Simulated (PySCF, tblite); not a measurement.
**C₄H₈BClO: geometry, infrared bands and NMR shifts**

What infrared bands and NMR shifts should C₄H₈BClO (`COB(Cl)C1CC1`) show?

Programs: tblite 0.8.0 and PySCF 2.14.0, with density-fitted response routines of our own. Each step states its level of theory. These are calculated values for one molecule in the gas phase, unless marked as measured. Atoms count from 0, in the outputs and in this text.

### Step 1. Starting geometry

15 atoms, charge 0, multiplicity 1; geometry from: force field or distance geometry start.

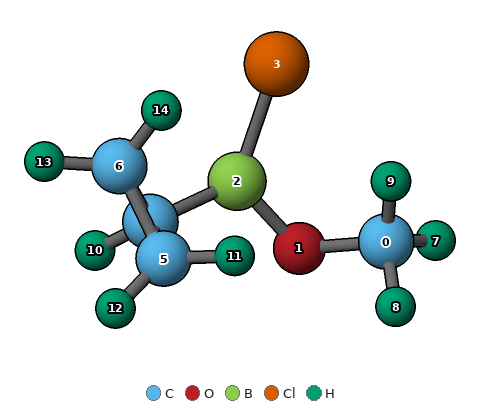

As it starts; carbon blue, oxygen red, boron green, chlorine orange, hydrogen teal, atoms numbered.

### Step 2. Optimising the geometry with GFN2-xTB

What the job is given:

```
{"job": {"kind": "relax", "xc": "GFN2-xTB", "basis": "xTB"}, "charge": 0, "multiplicity": 1}
C      2.431000    -0.227400     0.238000
O      1.518800    -1.069200    -0.433800
B      0.468900    -0.317400    -1.088600
Cl     0.840300     1.306100    -1.920900
C     -1.012100    -0.615700    -0.554000
C     -1.423000    -0.021100     0.762300
C     -1.917500     0.581800    -0.549100
H      3.435000    -0.533000    -0.069800
H      2.316400    -0.482500     1.322700
H      2.221600     0.837900     0.030600
H     -1.490600    -1.563900    -0.881600
H     -0.639700     0.579400     1.288200
H     -2.248700    -0.462700     1.353100
H     -2.976800     0.387000    -0.833700
H     -1.527800     1.608600    -0.696600
```

Started as:

```
$ OMP_NUM_THREADS=1 python probes_run.py task.json out
```

One launch serves the whole session: the jobs run in the order shown.

Output:

```text
step      E/eV     max force
  0    -612.05680    3.359
  1    -612.40667    1.609
  2    -612.57434    2.177
  3    -612.65327    0.794
  4    -612.71613    0.516
  5    -612.75490    0.623
  6    -612.79161    0.721
  7    -612.82519    0.533
  8    -612.85236    0.472
  9    -612.87376    0.468
 10    -612.89729    0.507
 11    -612.91792    0.448
 12    -612.94209    0.443
 13    -612.97110    0.492
 14    -612.99654    0.525
 15    -613.01768    0.444
 16    -613.03486    0.375
 17    -613.05295    0.447
 18    -613.07184    0.403
 19    -613.08848    0.302
 20    -613.10165    0.261
 21    -613.11512    0.298
 22    -613.13100    0.397
 23    -613.14359    0.344
 24    -613.14852    0.299
 25    -613.15607    0.324
 26    -613.16238    0.300
 27    -613.17791    0.245
 28    -613.18857    0.232
 29    -613.20565    0.292
 30    -613.22015    0.276
 31    -613.23178    0.270
 32    -613.23920    0.271
 33    -613.24615    0.188
 34    -613.25261    0.171
 35    -613.25805    0.106
 36    -613.25912    0.094
 37    -613.26148    0.075
 38    -613.26219    0.069
 39    -613.26292    0.062
 40    -613.26372    0.059
 41    -613.26477    0.081
 42    -613.26574    0.097
 43    -613.26669    0.103
 44    -613.26772    0.101
 45    -613.26884    0.086
 46    -613.26982    0.068
 47    -613.27062    0.067
 48    -613.27140    0.078
 49    -613.27230    0.073
 50    -613.27317    0.059
 51    -613.27381    0.068
 52    -613.27431    0.065
 53    -613.27493    0.075
 54    -613.27572    0.080
 55    -613.27656    0.068
 56    -613.27731    0.077
 57    -613.27797    0.076
 58    -613.27866    0.063
 59    -613.27936    0.077
 60    -613.27991    0.067
 61    -613.28026    0.043
 62    -613.28054    0.041
 63    -613.28083    0.048
 64    -613.28116    0.063
 65    -613.28153    0.063
 66    -613.28192    0.060
 67    -613.28238    0.069
 68    -613.28298    0.079
 69    -613.28371    0.074
 70    -613.28448    0.074
 71    -613.28528    0.087
 72    -613.28637    0.140
 73    -613.28829    0.215
 74    -613.29221    0.312
 75    -613.29823    0.427
 76    -613.30496    0.464
 77    -613.30720    0.739
 78    -613.32419    0.317
 79    -613.33791    0.383
 80    -613.34638    0.272
 81    -613.35487    0.259
 82    -613.36473    0.144
 83    -613.35895    0.554
 84    -613.36926    0.126
 85    -613.37083    0.100
 86    -613.37407    0.145
 87    -613.37573    0.117
 88    -613.37982    0.149
 89    -613.38220    0.143
 90    -613.38460    0.136
 91    -613.38650    0.138
 92    -613.38843    0.149
 93    -613.38994    0.102
 94    -613.39090    0.137
 95    -613.39174    0.095
 96    -613.39296    0.095
 97    -613.39430    0.080
 98    -613.39586    0.101
 99    -613.39704    0.100
100    -613.39792    0.092
101    -613.39855    0.056
102    -613.39908    0.059
103    -613.39956    0.054
104    -613.39988    0.052
105    -613.40015    0.051
106    -613.40039    0.037
107    -613.40059    0.025
108    -613.40070    0.024
109    -613.40080    0.024
110    -613.40089    0.029
111    -613.40098    0.023
112    -613.40107    0.017
113    -613.40113    0.016
114    -613.40117    0.011
115    -613.40118    0.008
```

Wall time 0.73 s (1 thread of Arm Neoverse V1, shared host).

The steps of the relaxation: (not every step is listed)

| step | energy from step 0 (eV) | largest force (eV/Å) |
| --- | --- | --- |
| 0 | 0.0000 | 3.3589 |
| 1 | -0.3499 | 1.6093 |
| 2 | -0.5175 | 2.1767 |
| 3 | -0.5965 | 0.7940 |
| 4 | -0.6593 | 0.5157 |
| 5 | -0.6981 | 0.6230 |
| 6 | -0.7348 | 0.7210 |
| 7 | -0.7684 | 0.5331 |
| 8 | -0.7956 | 0.4721 |
| 18 | -1.0150 | 0.4032 |
| 28 | -1.1318 | 0.2315 |
| 38 | -1.2054 | 0.0691 |
| 48 | -1.2146 | 0.0784 |
| 58 | -1.2219 | 0.0628 |
| 68 | -1.2262 | 0.0792 |
| 78 | -1.2674 | 0.3169 |
| 88 | -1.3230 | 0.1490 |
| 98 | -1.3391 | 0.1012 |
| 108 | -1.3439 | 0.0237 |
| 110 | -1.3441 | 0.0293 |
| 111 | -1.3442 | 0.0234 |
| 112 | -1.3443 | 0.0168 |
| 113 | -1.3443 | 0.0164 |
| 114 | -1.3444 | 0.0114 |
| 115 | -1.3444 | 0.0079 |

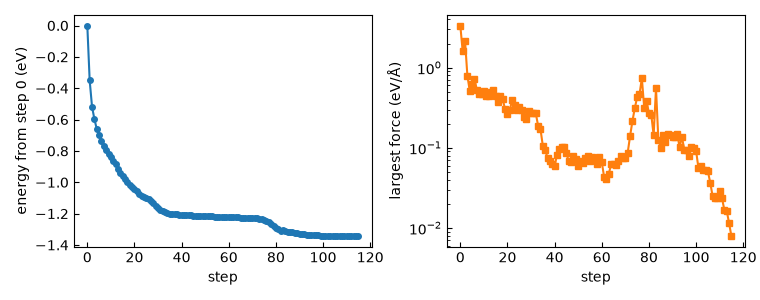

Energy and force, step by step.

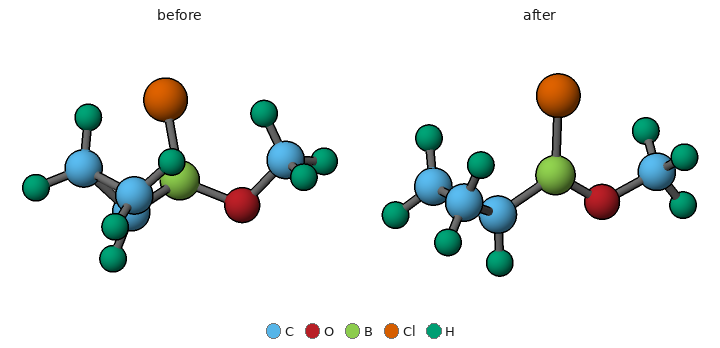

Before and after, at one scale.

Close pairs (by a distance rule), those that changed most:

| bond | before (Å) | after (Å) | change (Å) |
| --- | --- | --- | --- |
| O1–B2 | 1.448 | 1.329 | -0.119 |
| B2–Cl3 | 1.862 | 1.759 | -0.102 |
| B2–C4 | 1.603 | 1.560 | -0.042 |
| C5–C6 | 1.526 | 1.484 | -0.042 |
| C5–H11 | 1.118 | 1.079 | -0.039 |
| C6–H13 | 1.114 | 1.079 | -0.035 |
| C6–H14 | 1.108 | 1.079 | -0.029 |
| C5–H12 | 1.107 | 1.079 | -0.028 |

The final coordinates are the input of the step that follows.

### Step 3. Infrared spectrum with GFN2-xTB

What the job is given:

```
{"job": {"kind": "ir", "xc": "GFN2-xTB", "basis": "xTB"}, "charge": 0, "multiplicity": 1}
C      2.877410    -0.436399    -0.226090
O      1.505056    -0.771607    -0.264974
B      0.496428     0.083571    -0.136098
Cl     0.804582     1.799418     0.102058
C     -0.972588    -0.439341    -0.196904
C     -2.059268     0.173417     0.664038
C     -2.078805     0.401221    -0.802239
H      3.438519    -1.337414    -0.471471
H      3.153567    -0.087707     0.771442
H      3.104465     0.351856    -0.947216
H     -1.069463    -1.506580    -0.359570
H     -1.783231     0.998288     1.302838
H     -2.785838    -0.495649     1.098913
H     -2.818832    -0.107426    -1.400347
H     -1.816418     1.382342    -1.167604
```

Output:

```text
mode    cm-1     km/mol
  1     -67.3      0.41
  2      52.4      0.77
  3     132.2      0.39
  4     139.7      0.72
  5     176.7      7.72
  6     252.3      3.17
  7     348.3      2.76
  8     461.9      7.85
  9     498.7      2.97
 10     529.9     35.47
 11     800.5      5.01
 12     868.4      9.25
 13     887.1    127.25
 14     932.5      0.51
 15     976.5     41.62
 16    1033.6     38.21
 17    1067.6     15.89
 18    1071.7      0.12
 19    1089.7     44.20
 20    1111.7      0.53
 21    1121.8      1.90
 22    1146.2     21.10
 23    1161.3      0.65
 24    1238.0     37.62
 25    1289.5    243.95
 26    1363.1    140.34
 27    1409.4     59.51
 28    1435.3      1.12
 29    1461.4     11.77
 30    1465.8     11.15
 31    1482.2      2.61
 32    2964.7     18.14
 33    2973.8     17.66
 34    3008.1     20.26
 35    3048.1     24.41
 36    3089.0     14.35
 37    3091.1     24.24
 38    3095.0      2.44
 39    3112.8     74.39
```

It took 0.45 s on 1 thread of Arm Neoverse V1, shared host.

The strongest bands and the atoms that carry them (share of the mass-weighted mode):

| cm⁻¹ | km/mol | atoms |
| --- | --- | --- |
| 887 | 127.2 | B2 40 %, H12 12 %, H13 10 % |
| 976 | 41.6 | C0 26 %, O1 16 %, C4 15 %, B2 13 % |
| 1034 | 38.2 | C4 18 %, C6 13 %, C5 13 %, C0 13 % |
| 1090 | 44.2 | H10 20 %, B2 20 %, C4 15 %, H12 13 % |
| 1290 | 243.9 | B2 32 %, O1 28 % |
| 1363 | 140.3 | C4 34 %, B2 12 % |
| 1409 | 59.5 | H9 27 %, H8 26 %, H7 25 % |
| 3113 | 74.4 | H11 25 %, H14 23 %, H13 23 %, H12 17 % |

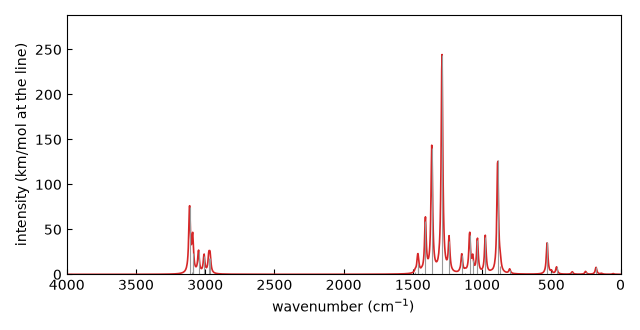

The infrared spectrum from these modes, unscaled. Lines are broadened to a width of 14 cm⁻¹ (Lorentzian).

### Step 4. NMR shieldings: PBE0/pcSseg-1

Same as in step 3 but for these lines:

```diff
@@ -1,2 +1,2 @@
-{"job": {"kind": "ir", "xc": "GFN2-xTB", "basis": "xTB"}, "charge": 0, "multiplicity": 1}
+{"job": {"kind": "nmr", "xc": "PBE0", "basis": "pcSseg-1"}, "charge": 0, "multiplicity": 1}
 C      2.877410    -0.436399    -0.226090
```

With the program's defaults for keys left out, this is: GIAO PBE0/pcSseg-1 NMR shielding, non-relativistic, gas phase.

Output:

```text
coarse grid: 13104 points
cycle   1  E = -716.9566023193  dE =  9.572e-01  |g| = 5.878e-01  |ddm| = 3.315e+00
cycle   2  E = -716.8893461454  dE =  6.726e-02  |g| = 8.587e-01  |ddm| = 9.914e-01
cycle   3  E = -717.0242052544  dE = -1.349e-01  |g| = 1.062e-01  |ddm| = 6.143e-01
cycle   4  E = -717.0263295221  dE = -2.124e-03  |g| = 3.518e-02  |ddm| = 1.044e-01
cycle   5  E = -717.0265920556  dE = -2.625e-04  |g| = 7.962e-03  |ddm| = 3.150e-02
cycle   6  E = -717.0266061518  dE = -1.410e-05  |g| = 2.089e-03  |ddm| = 9.451e-03
cycle   7  E = -717.0266070234  dE = -8.716e-07  |g| = 3.251e-04  |ddm| = 2.040e-03
final grid: 121976 points
cycle   8  E = -717.0769491015  dE = -3.940e-05  |g| = 1.138e-02  |ddm| = 2.648e-02
cycle   9  E = -717.0769232660  dE =  2.584e-05  |g| = 1.641e-02  |ddm| = 1.684e-02
cycle  10  E = -717.0769748045  dE = -5.154e-05  |g| = 1.677e-03  |ddm| = 1.019e-02
cycle  11  E = -717.0769753686  dE = -5.641e-07  |g| = 3.274e-04  |ddm| = 1.458e-03
cycle  12  E = -717.0769753895  dE = -2.092e-08  |g| = 6.536e-05  |ddm| = 3.125e-04
cycle  13  E = -717.0769753904  dE = -8.502e-10  |g| = 2.463e-05  |ddm| = 7.443e-05
converged SCF energy = -717.0769753904

GIAO shielding tensors (ppm)
atom      isotropic    diamagn.    paramagn.     s11        s22        s33       span
  0 C      130.386     241.915    -111.528    105.134    105.979    180.047     74.913
  1 O      183.110     394.904    -211.794     21.992    193.696    333.642    311.650
  2 B       59.599     194.601    -135.002     28.598     69.862     80.336     51.738
  3 Cl     861.103    1150.867    -289.764    627.126    925.043   1031.142    404.016
  4 C      181.734     250.774     -69.039    137.087    173.664    234.452     97.365
  5 C      178.743     253.027     -74.284    150.625    175.188    210.415     59.791
  6 C      178.840     253.979     -75.139    150.800    175.148    210.572     59.771
  7 H       27.609      26.927       0.682     23.340     25.787     33.701     10.362
  8 H       27.751      28.069      -0.318     23.779     25.627     33.847     10.068
  9 H       27.615      28.046      -0.432     23.394     26.133     33.317      9.922
 10 H       31.494      32.656      -1.163     23.994     28.894     41.594     17.601
 11 H       31.176      31.959      -0.782     24.470     30.022     39.037     14.566
 12 H       31.052      30.519       0.533     24.982     26.362     41.812     16.830
 13 H       31.063      30.516       0.547     24.983     26.383     41.824     16.841
 14 H       31.150      31.986      -0.836     24.411     30.024     39.016     14.605
```

It took 29 s on 1 thread of Arm Neoverse V1, shared host; peak memory 0.74 GiB.

Shifts follow as δ = σ(reference) − σ, with reference shieldings (ppm) from runs at the same level and on the same kind of geometry: 1H TMS 31.72, 13C TMS 186.9, 17O H2O 336.1, 11B BF3·OEt2 100.1, 35Cl HCl 950. The references are single molecules in the gas phase, so shifts against H2O, NH3, PH3, H3PO4 or CFCl3 are not on the usual liquid scales and can be off by tens of ppm. Atoms listed in one row are averaged.

| atoms | environment | σ (ppm) | δ (ppm) | δ scaled to CDCl3 |
| --- | --- | --- | --- | --- |
| C0 | methyl carbon bonded to O | 130.4 | 56.5 | 53.3 |
| C5, C6 | three-membered-ring carbon | 178.8 | 8.1 | 6.0 |
| C4 | three-membered-ring carbon | 181.7 | 5.2 | 3.2 |
| H7, H8, H9 | hydrogen on a methyl carbon bonded to O | 27.66 | 4.06 | 3.93 |
| H12, H13 | hydrogen on a three-membered-ring carbon | 31.06 | 0.66 | 0.73 |
| H11, H14 | hydrogen on a three-membered-ring carbon | 31.16 | 0.55 | 0.63 |
| H10 | hydrogen on a three-membered-ring carbon | 31.49 | 0.22 | 0.32 |
| O1 | oxygen bonded to C, B | 183.1 | 153.0 | – |
| B2 | boron bonded to C, Cl, O | 59.6 | 40.5 | – |
| Cl3 | chlorine bonded to B | 861 | 89 | – |

The scaled column applies a straight-line fit of computed shieldings to shifts measured in CDCl3, with any fitted terms for Cl, Br or S neighbours (root-mean-square error 0.16 ppm for H, 1.9 ppm for C).

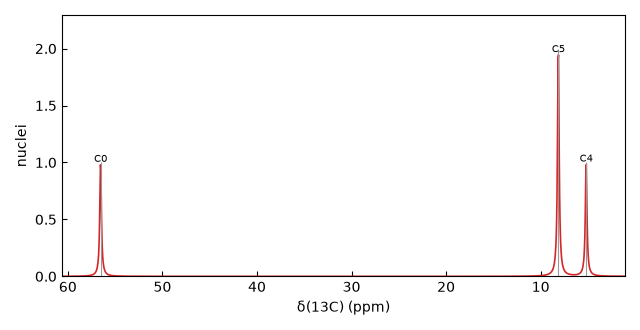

13C lines at the computed shifts, without couplings. Lines are broadened to a width of 0.21 ppm (Lorentzian).

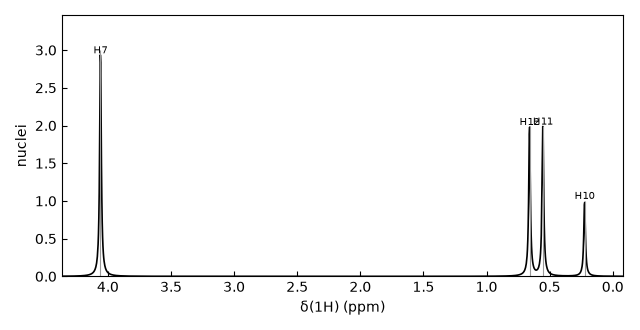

1H lines at the computed shifts, without couplings. Lines are broadened to a width of 0.02 ppm (Lorentzian).

The run also stored atomic charges by several schemes (e):

| atoms | Mulliken | IAO | Hirshfeld | ESP fit |
| --- | --- | --- | --- | --- |
| C0 | -0.02 | -0.20 | -0.03 | 0.02 |
| O1 | -0.47 | -0.36 | -0.16 | -0.42 |
| B2 | 0.59 | 0.32 | 0.21 | 0.56 |
| Cl3 | -0.28 | -0.13 | -0.08 | -0.20 |
| C4 | -0.44 | -0.29 | -0.13 | -0.34 |
| C5, C6 | -0.21 | -0.27 | -0.09 | -0.26 |

IAO charges:

C0 -0.20; O1 -0.36; B2 0.32; Cl3 -0.13; C4 -0.29; C5 -0.27; C6 -0.27; H7 0.16; H8 0.15; H9 0.14; H10 0.16; H11 0.15; H12 0.15; H13 0.15; H14 0.15

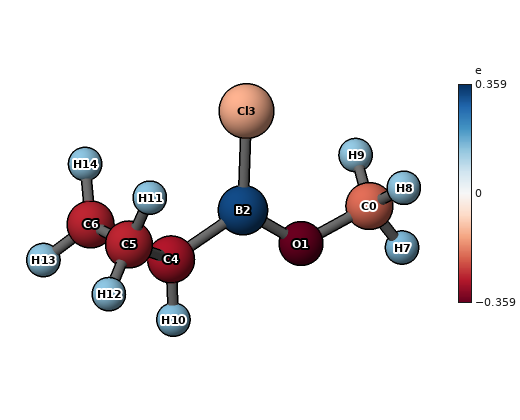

IAO charges, as colours on the atoms.

Mayer bond orders: C0–O1 0.87, O1–B2 1.29, B2–Cl3 1.02, B2–C4 0.95, C4–C5 0.94, C5–C6 0.99, C6–C4 0.94.

Ring of atoms C4, C5, C6: NICS(0) -45.0, NICS(1) -9.0, NICS(1)zz -26.9 ppm (means of both faces).

In rings of three or four atoms NICS is ruled by the nearby σ bonds, so it says little on aromaticity.

The fields below are evaluated on a grid from the run's orbitals.

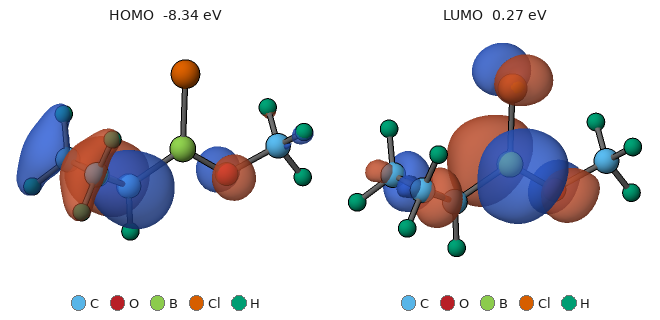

PBE0/pcSseg-1 orbitals near the gap, drawn at the value that encloses 70 % of each; the two colours are the two signs.

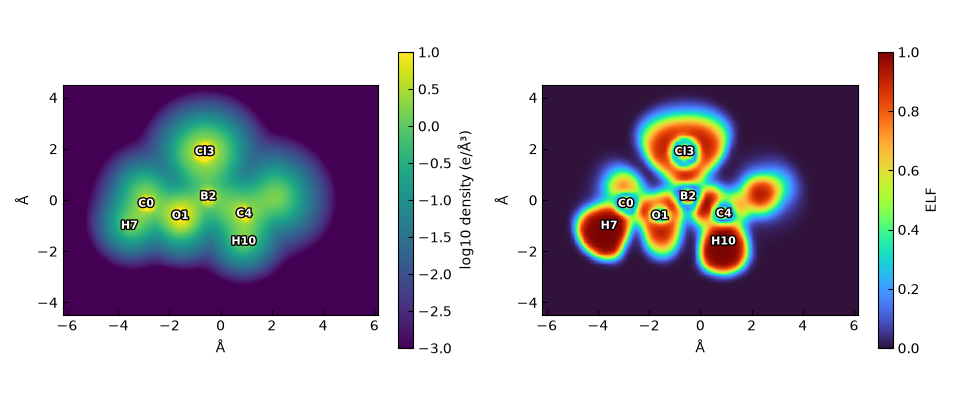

Density (left) and ELF (right) in a plane through or near 7 of the atoms.

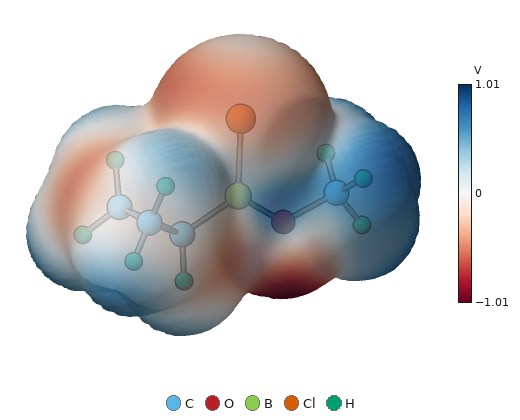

The potential that a unit positive charge feels on the 0.002 e/bohr³ surface, from -1.01 V near O1 to 0.89 V near H7.

### Step 5. Results

| quantity | value |
| --- | --- |
| strongest single infrared mode (GFN2-xTB) | 1290 cm⁻¹, 244 km/mol |
| zero-point energy (GFN2-xTB) | 73.5 kcal/mol |
| 13C shifts against TMS (PBE0/pcSseg-1, means over atoms taken as alike) | 56.5, 8.1, 5.2 ppm |
| 1H shifts against TMS (PBE0/pcSseg-1, means over atoms taken as alike) | 4.06, 0.66, 0.55, 0.22 ppm |
| 17O shifts against H2O (PBE0/pcSseg-1) | 153.0 ppm |
| 11B shifts against BF3·OEt2 (PBE0/pcSseg-1) | 40.5 ppm |
| 35Cl shifts against HCl (PBE0/pcSseg-1) | 89 ppm |
| surface potential, least and greatest | -1.01 V and 0.89 V |

What this shows: Over 115 steps the energy fell by 1.344 eV; of the close pairs, O1–B2 changed most, 1.448 to 1.329 Å. The lowest mode is imaginary (67i cm⁻¹), so the xTB geometry is not a minimum. The strongest single mode, at 1290 cm⁻¹, is spread over many atoms; the largest shares are those of B2, O1. GFN2-xTB is a fitted tight-binding method: band positions and strengths are rough. Its intensities can rank the bands wrongly. The most deshielded carbon is C0 (methyl carbon bonded to O), at 56.5 ppm: pulled downfield by the heteroatom. The most deshielded hydrogen is H7, H8, H9 (mean) (hydrogen on a methyl carbon bonded to O), at 4.06 ppm: its carbon carries O, an electronegative neighbour. At PBE0/pcSseg-1: The widest tensor belongs to Cl3: span 404 ppm, with a paramagnetic part of -290 ppm.
